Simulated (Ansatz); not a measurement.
**Ag (fcc, Cu type): generalised stacking-fault energy along a line**

Ag (fcc, Cu type) is sheared across one {111} plane: the third cell vector gains the shift, so faults repeat every 14.0 Å. The cut lies between planes 2.34 Å apart; the cell height is held.

```
CELL_PARAMETERS angstrom
      2.86689     0.00000     0.00000
      1.43344     2.48280     0.00000
      0.00000     0.00000    14.04482
ATOMIC_POSITIONS crystal
  Ag 0.00000 0.00000 0.91667
  Ag 0.66667 0.66667 0.08333
  Ag 0.33333 0.33333 0.25000
  Ag 0.00000 0.00000 0.41667
  Ag 0.66667 0.66667 0.58333
  Ag 0.33333 0.33333 0.75000
```

In-plane vectors a = (2.867, 0.000) Å, b = (1.433, 2.483) Å, area 7.12 Å². The shift is s times the vector a + b (length 4.966 Å), so s = 1 restores the start. Atoms relax along the normal only. γ = [E(shift) − E(0)] / area.

All values below come from PBEsol (plane waves to 420 eV, PAW, scalar-relativistic; Ansatz, a quantum-chemistry and plane-wave program). k mesh 16×16×3 (Γ-centred), Fermi-Dirac smearing 0.05 eV. Energies are extrapolated to zero smearing. Compression counts positive. With partly filled bands, the k mesh leaves noise in γ, roughly 0.02 J/m² as judged from a few cases. Faults lie only 14.0 Å apart, and holding the cell height raises γ above its relaxed value. Ag was relaxed with its symmetry unable to fall. The zero of γ is zero shift.

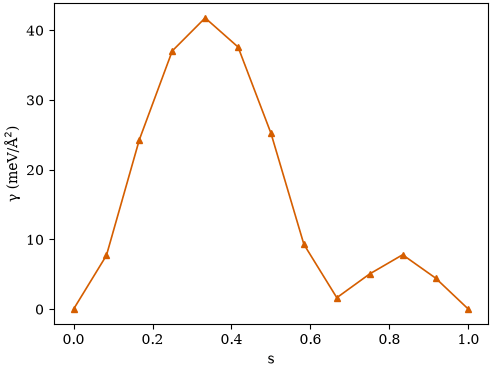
Figure: γ (meV/Å²) against s; markers are the computed points, lines only join them (the last repeats the first, one period on).

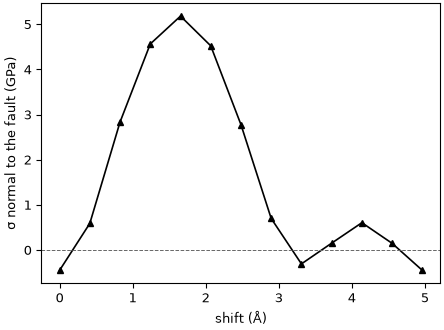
Figure. σ normal to the fault (GPa) against shift (Å); one marker a computed point (the last repeats the first, one period on).

The γ at the intrinsic stacking fault, s = 0.667 comes out as 0.03 J/m² and the steepest slope dγ/d(shift) before the first maximum (spline) is 6.8 GPa. The highest computed γ on the line is 0.67 J/m². The lower barrier from zero shift into that minimum (unstable fault energy, highest computed point) comes out as 0.13 J/m². Local minima between the ends: s = 0.667.

A slope of 1 mJ/m² per Å is 0.01 GPa.

(The slope of γ gives the shear force per area between the displaced halves; near zero shift its curvature is an elastic stiffness.)
